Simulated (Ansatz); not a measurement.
**BCl2H6NSi2 (SMILES [SiH3]N([SiH3])B(Cl)Cl): density, localisation and related maps**

```yaml
atoms:
  - { symbol: B, position_ang: [-0.1907, 1.5812, -0.0771] }
  - { symbol: Cl, position_ang: [0.8657, 2.5881, -1.0771] }
  - { symbol: Cl, position_ang: [-1.4736, 2.3936, 0.8305] }
  - { symbol: N, position_ang: [-0.0175, 0.1881, -0.0068] }
  - { symbol: Si, position_ang: [-1.1222, -0.7589, 1.0258] }
  - { symbol: Si, position_ang: [1.2977, -0.5581, -0.9540] }
  - { symbol: H, position_ang: [-0.7008, -2.1830, 0.9063] }
  - { symbol: H, position_ang: [-2.5280, -0.6169, 0.5551] }
  - { symbol: H, position_ang: [-1.0092, -0.3261, 2.4463] }
  - { symbol: H, position_ang: [1.2360, -2.0228, -0.6880] }
  - { symbol: H, position_ang: [2.6203, -0.0304, -0.5179] }
  - { symbol: H, position_ang: [1.0992, -0.3098, -2.4090] }
```

Geometry: PBE0-D4/def2-SVP.

Theory: isolated molecule in a Gaussian basis; Kohn-Sham density functional theory, functional PBE0 (Ansatz).

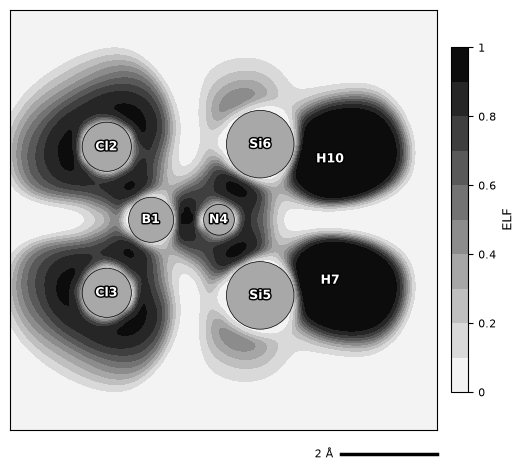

Figure 1. Electron localisation function on the plane of atoms N4, Si6 and H10. Grey discs cover the atomic cores.

### Interpret the plot.

- The section cuts through B, Cl, N, Si and H sites.
- B–N (1.41 Å): the ELF peaks at about 0.90 between the atoms (a polar covalent bond).
- B–Cl (1.77 Å): the ELF peaks at about 0.90 between the atoms; a shared but strongly polarised pair.
- Si–N (1.78 Å): the ELF peaks at about 0.90 between the atoms; a polar covalent bond.
- Si–H (1.49 Å): the ELF climbs to about 1 towards the hydrogen, as it does in any bond to H.
- The ELF also peaks beside Cl3 and Cl2, away from the bonds: lone-pair regions.

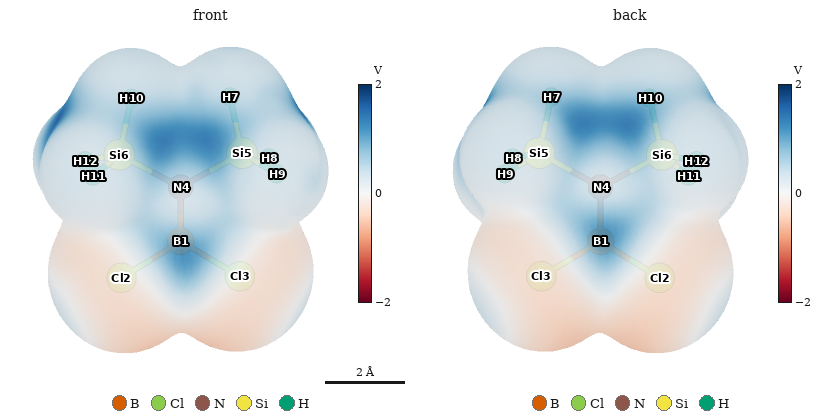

Figure 2. The molecular electrostatic potential painted on the density surface at 0.002 e/bohr³, seen from the front and from behind; the colour scale runs from red (negative) to blue (positive).

### Where is the surface potential most negative and most positive?

The most negative region (about −0.5 V) lies over Cl2 and Cl3, the most positive (about +1.5 V) over Si5 and Si6. Cl2 shows a σ-hole: about +0.3 V at the tip opposite its bond, against about −0.2 V on its flanks. Cl3 shows a σ-hole: about +0.3 V at the tip opposite its bond, against about −0.2 V on its flanks.

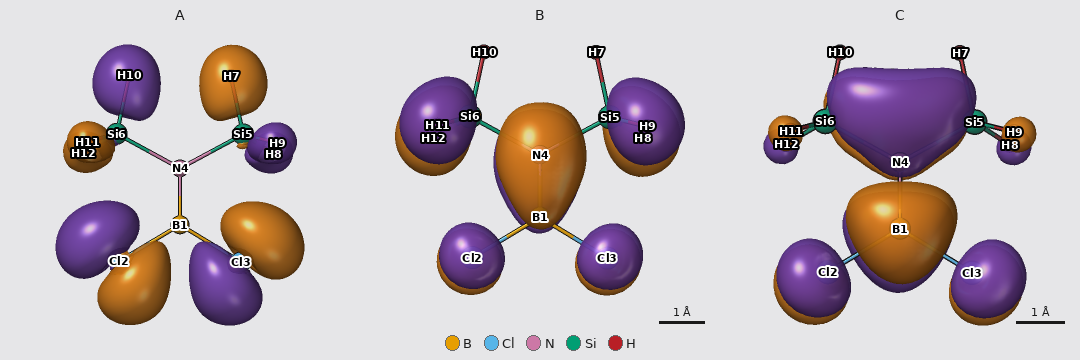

Figure 3. Three frontier orbitals at ±0.08 Å⁻³ᐟ² (orange and purple are the two phases), in no order.

### Order the three orbitals by energy and name them.

A is the HOMO−1 (−8.92 eV). Its weight (Hirshfeld) is mainly on Cl2 (about 35 %) and Cl3 (about 35 %); largely a combination of lone pairs on Cl2 and Cl3. B is the HOMO (−8.49 eV). By Hirshfeld shares it lies mainly on N4 (about 35 %), Si5 (about 10 %), Si6 (about 10 %), B1 (about 5 %), Cl2 (about 5 %) and Cl3 (about 5 %). C is the LUMO (−0.75 eV). By Hirshfeld shares it lies mainly on B1 (about 40 %), Cl2 (about 15 %), Cl3 (about 15 %), N4 (about 10 %), Si5 (about 10 %) and Si6 (about 10 %).

### What is the HOMO–LUMO gap?

7.74 eV between the orbital energies.
